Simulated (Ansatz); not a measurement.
System: Ga5As3P2.

Input file:

```
crystal:
  lattice:
    - [-1.9956307, 1.9956307, 14.136978]
    - [1.9956307, -1.9956307, 14.136978]
    - [1.9956307, 1.9956307, -14.136978]
  atoms:
    - { symbol: Ga, position: [0.602958, 0.602958, 0.0] }
    - { symbol: Ga, position: [0.0, 0.0, 0.0] }
    - { symbol: Ga, position: [0.397042, 0.397042, 0.0] }
    - { symbol: Ga, position: [0.801411, 0.801411, 0.0] }
    - { symbol: Ga, position: [0.198589, 0.198589, 0.0] }
    - { symbol: P, position: [0.34923, 0.84923, 0.5] }
    - { symbol: P, position: [0.15077, 0.65077, 0.5] }
    - { symbol: As, position: [0.948546, 0.448546, 0.5] }
    - { symbol: As, position: [0.75, 0.25, 0.5] }
    - { symbol: As, position: [0.551454, 0.051454, 0.5] }
basis:
  ecutwfc: 500
kpoints:
  mp_grid: { grid: [10, 10, 10] }
  band_path:
    path:
      - [[0.0, 0.0, 0.0], [0.0, 0.0, 0.5], [0.25, 0.25, 0.25], [0.0, 0.5, 0.0], [0.0, 0.0, 0.0], [0.5, 0.5, -0.5], [0.25498181, 0.74501819, -0.25498181]]
      - [[-0.25498181, 0.25498181, 0.25498181], [0.0, 0.0, 0.0]]
      - [[0.0, 0.0, 0.5], [-0.00996362, 0.00996362, 0.5]]
      - [[0.5, 0.5, -0.00996362], [0.5, 0.5, -0.5]]
    npoints: 14
hamiltonian:
  xc: r2scan
scf:
  occupations: { method: gaussian, width: 0.02 }
  n_extra_bands: 25
output:
  forces: true
  stress: true
  eigenvalues: true
  populations: true
  dos: { projected: true, de: 0.02, nscf_kmesh: { grid: [15, 15, 15] } }
  bader: true
  write_density: true
  write_potential: true
  elf: true
  volumetric_format: npy
```

Run with:

```sh
ansatz run input.yaml --threads 4 --pin off --max-ram 8192MiB --backend cpu --events-out ev --progress --plain --runs-dir out
```

Below, planes, directions and counts refer to the conventional cell (a = 3.99 Å, b = 3.99 Å, c = 28.27 Å, α = 90.00°, β = 90.00°, γ = 90.00°).

Space group I-4m2; a structure generated by program, which may or may not match a known phase; computed pressure about −3 GPa in this cell.

Method: DFT r2SCAN, scalar-relativistic, plane waves, PAW (Ansatz).

Q: What can the converged valence pseudo-density and electron localisation function tell about the bonding?

A: Ga–P (2.41 Å): the density is about 0.52 e/Å³ at the midpoint; the ELF peaks at about 0.90 in the valence shell of P, 0.9 Å from its nucleus, and is about 0.80 at the midpoint.
Ga–As (2.47 Å): the density is about 0.49 e/Å³ at the midpoint; the ELF peaks at about 0.80 between the atoms (a covalent bond).
Bader's partition of the density gives Ga +0.76 to +0.83, P −0.89 and As −0.77 e.

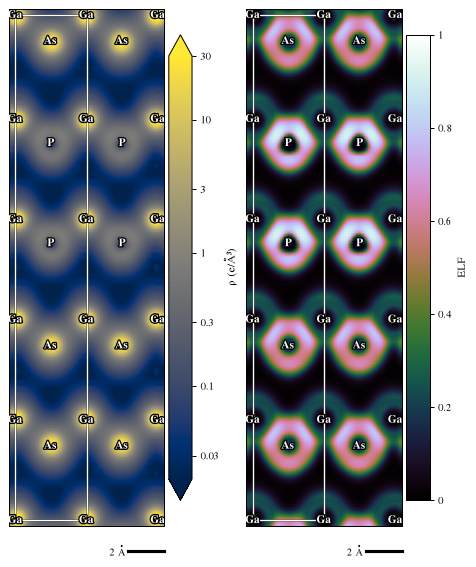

Computed valence pseudo-density and electron localisation function on the (010) plane of the conventional cell, in this order. 

Core electrons are frozen (PAW), and the valence fields are smoothed inside the atomic spheres.
